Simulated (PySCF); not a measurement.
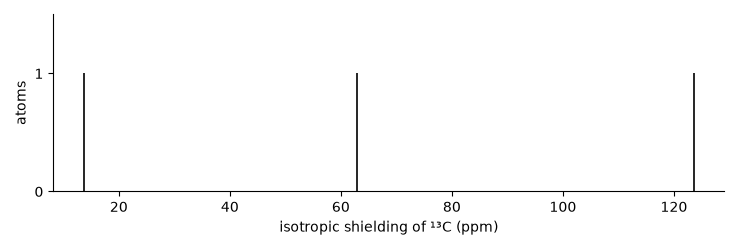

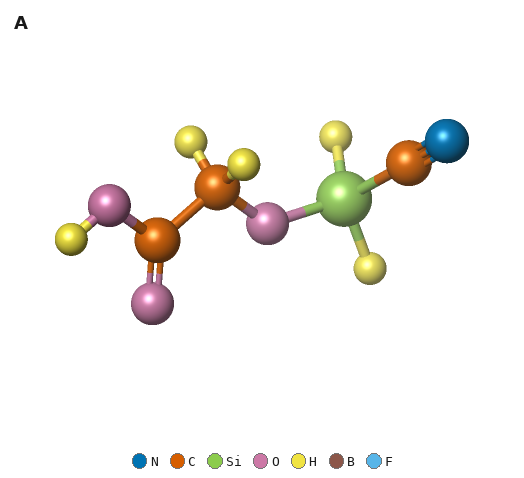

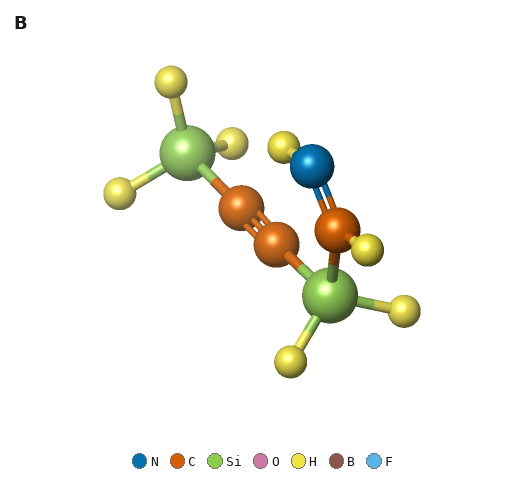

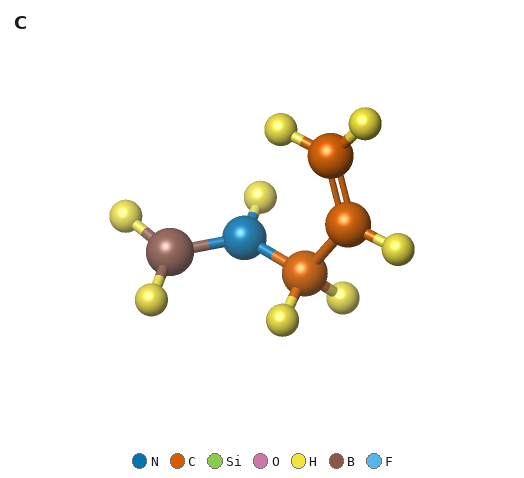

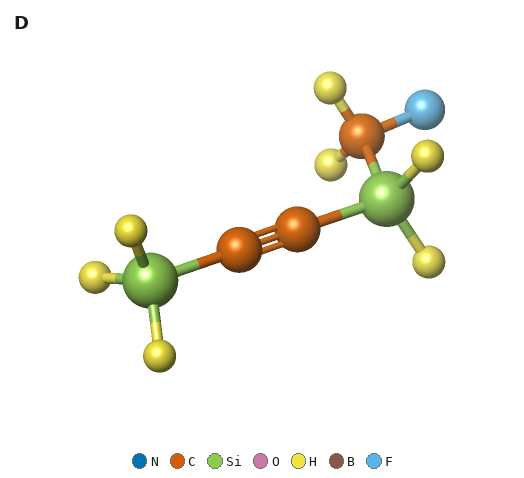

The sticks are computed shieldings of one of the molecules, for one fixed geometry (GFN2-xTB) without averaging over rotations. Low shielding means a high chemical shift. Method: GIAO PBE0/pcSseg-1 NMR shielding, non-relativistic, gas phase (PySCF 2.14.0).

### Which molecule gives this pattern?

A, `N#C[SiH2]OCC(=O)O`. Its 3 C atoms give lines at 13.7, 63.0, 123.6 ppm.

The geometry is semi-empirical. Around Si such bond lengths and angles can be off by a tenth of an ångström or more and by several degrees, and values that hang on the shape move with them.
